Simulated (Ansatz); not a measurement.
# SiHF (SMILES F[SiH]): r2SCAN0/def2-TZVPPD

Aim: the vertical electron affinity of SiHF at r2SCAN0/def2-TZVPPD, from 2 runs. 

The calculation is run with Ansatz 0.2.0.

58 further runs of the same task are left out: 58 set aside as unsound or not needed.

## Step 1: The molecule

The species is SiHF (3 atoms), meant as a singlet with charge 0. As SMILES, `F[SiH]`. The shape is that of a PBE0-D4/def2-TZVP optimisation.

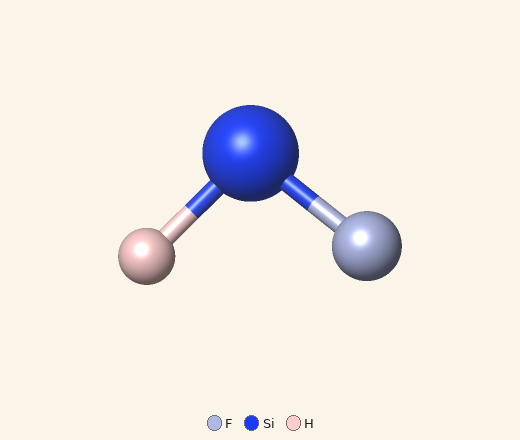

The structure, seen from a chosen angle (fluorine light blue, silicon blue, hydrogen pink).

## Step 2: A single-point energy at r2SCAN0/def2-TZVPPD

Contents of job.yaml:

```yaml
crystal:
  periodic: [false, false, false]
  atoms:
    - {symbol: F, position_ang: [-1.090200, 0.024400, -0.602300]}
    - {symbol: Si, position_ang: [0.186800, 0.629400, 0.173800]}
    - {symbol: H, position_ang: [0.892400, -0.718600, 0.415300]}
basis:
  gaussian:
    orbitals: def2-TZVPPD.json
hamiltonian:
  xc: {name: r2SCAN0}
accuracy: high
output: {orbitals: {seedname: orbitals}}
```

The basis set def2-TZVPPD is read from a file made from the Basis Set Exchange's data (not shown).

Launch:

```sh
$ ansatz run job.yaml --threads 1 --pin off --max-ram 3480MiB --events-out events.jsonl --progress --plain --runs-dir runs
```

Standard output:

```text
Warning: RAYON_NUM_THREADS=1 ignored (pool sized by the plan → 1); use --threads N
Functional definition: r2SCAN0
  name "r2SCAN0"
  parameter a = 0.25
  parameter k0 = 0.174
  parameter k1 = 0.065
  parameter a1 = 4.9479
  exchange = (1 - a)*r2scan_x(k0 = k0, k1 = k1, a1 = a1) + a*exact_x
  correlation = r2scan_c
1560 factors; integrals over basis functions are off by at most 3.9e-9 eV
mean field evaluation 1: about -10608.0231 eV, gradient 3.2e1 eV
mean field evaluation 2: about -10605.3074 eV, gradient 5.4e1 eV
mean field evaluation 4: about -10609.5494 eV, gradient 5.4e-1 eV
mean field evaluation 8: about -10609.5490 eV, gradient 1.9e-2 eV
mean field evaluation 16: about -10609.5490 eV, gradient 2.6e-6 eV
mean field -10609.54904050 eV, -389.8937358279 hartree, gradient 2.4e-8 eV, S^2 0.000000; 0 other end points of the search recorded, 0 dependent functions left out
reference -10609.54904121 eV, -389.8937358539 hartree; 12, 12 occupied and 93, 93 virtual orbitals, 1560 factors
Total energy: -10609.54904121 eV, -389.8937358539 hartree
```

Run time: 7.5 s. Hardware: 1 thread of Arm Neoverse V1, shared host; peak memory 0.26 GiB.

## Step 3: The doublet anion, same level

Contents of molecule.yaml:

```yaml
basis:
  gaussian: {orbitals: def2-TZVPPD.json}
crystal:
  periodic: [false, false, false]
  atoms:
    - {symbol: F, position_ang: [-1.090200, 0.024400, -0.602300]}
    - {symbol: Si, position_ang: [0.186800, 0.629400, 0.173800]}
    - {symbol: H, position_ang: [0.892400, -0.718600, 0.415300]}
total_charge: -1
magnetization: {spin_polarized: true, initial_magnetization: 1}
output: {orbitals: {seedname: orbitals}}
hamiltonian: {xc: {name: r2SCAN0}}
accuracy: high
```

The basis set def2-TZVPPD is read from a file made from the Basis Set Exchange's data (not shown).

Launch:

```sh
$ ansatz run molecule.yaml --threads 1 --pin off --max-ram 3480MiB --events-out events.jsonl --progress --plain --runs-dir runs
```

Standard output:

```text
Warning: RAYON_NUM_THREADS=1 ignored (pool sized by the plan → 1); use --threads N
[... 8 set-up lines as earlier in the session ...]
1560 factors; integrals over basis functions are off by at most 3.9e-9 eV
mean field evaluation 1: about -10603.7036 eV, gradient 4.2e1 eV
mean field evaluation 2: about -10600.1349 eV, gradient 6.1e1 eV
mean field evaluation 4: about -10610.2942 eV, gradient 5.9e-1 eV
mean field evaluation 8: about -10610.3231 eV, gradient 1.2e-1 eV
mean field evaluation 16: about -10610.3234 eV, gradient 8.9e-4 eV
mean field -10610.32335434 eV, -389.9221913365 hartree, gradient 9.7e-8 eV, S^2 0.766973; 0 other end points of the search recorded, 0 dependent functions left out
reference -10610.32335970 eV, -389.9221915336 hartree; 13, 12 occupied and 92, 93 virtual orbitals, 1560 factors
Total energy: -10610.32335970 eV, -389.9221915336 hartree
```

It took 16 s on 1 thread of Arm Neoverse V1, shared host; peak memory 0.38 GiB.

## Step 4: Summary of results

At r2SCAN0/def2-TZVPPD:

```
                                         quantity          value
                       singlet SiHF: total energy  -389.89374 Eh
                        singlet SiHF: HOMO energy       -7.13 eV
                        singlet SiHF: LUMO energy       -2.61 eV
                      singlet SiHF: HOMO–LUMO gap        4.53 eV
                      doublet anion: total energy  -389.92219 Eh
doublet anion: HOMO energy (highest over α and β)        1.21 eV
 doublet anion: LUMO energy (lowest over α and β)        4.76 eV
                              doublet anion: ⟨S²⟩          0.767
vertical electron affinity (to the doublet anion)       0.774 eV
```

**Reading.** At fixed nuclei the extra electron is bound by 0.77 eV (17.9 kcal/mol). The HOMO (doublet anion) lies at positive energy, 1.21 eV; only total energies tell whether the electron is bound.

The anion's highest level is positive in at least one run, so there the basis alone may hold the extra electron.
